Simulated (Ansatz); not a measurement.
Band structure of GaN (F-43m, 2 atoms in the cell).

```yaml
crystal:
  lattice:
    - [0.00000, 2.26000, 2.26000]
    - [2.26000, 0.00000, 2.26000]
    - [2.26000, 2.26000, 0.00000]
  atoms:
    - { symbol: Ga, position: [0.00000, 0.00000, 0.00000] }
    - { symbol: N, position: [0.25000, 0.25000, 0.25000] }
```

Computed with PBE, PAW files (plane waves; Ansatz, a quantum-chemistry and plane-wave program).

Settings: kpoints.mp_grid.grid = 13 13 13; hamiltonian.xc = pbe; hamiltonian.pseudopotentials = {kind: paw} (an earlier, softer set of the program's PAW files); scf.occupations.method = fermi_dirac; scf.occupations.width = 0.01 eV; kpoints.band_path.npoints = 8.

The starting cell has typed, rounded lattice constants, without a prior relaxation at this level.

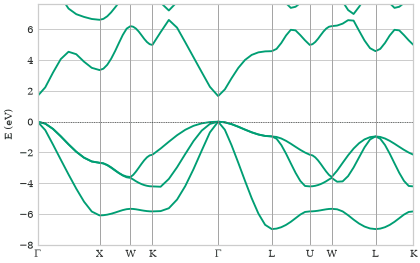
Figure. Bands along the path, energies from the top of the valence band on the path.

**Question.** Read off roughly the gap and where its edges lie.

**Answer.** The gap along the path is about 1.7 eV (computed: 1.66 eV), direct at Γ to within 0.01 eV.

Levels in eV from the top of the valence band on the path, bands 6 to 12:
```
point       6      7      8      9    10     11     12
-----  ------  -----  -----  -----  ----  -----  -----
Γ      -13.17   0.00   0.00   0.00  1.66  10.26  10.26
X      -11.47  -6.09  -2.67  -2.67  3.35   6.62  11.64
W      -11.20  -5.66  -3.65  -3.59  6.20   8.30  10.20
K      -11.32  -5.83  -4.20  -2.15  4.98   7.79  11.01
L      -11.91  -6.98  -0.96  -0.96  4.58   8.68  10.32
U      -11.32  -5.83  -4.20  -2.15  4.98   7.79  11.01
```

Keys are those of Ansatz 0.2.
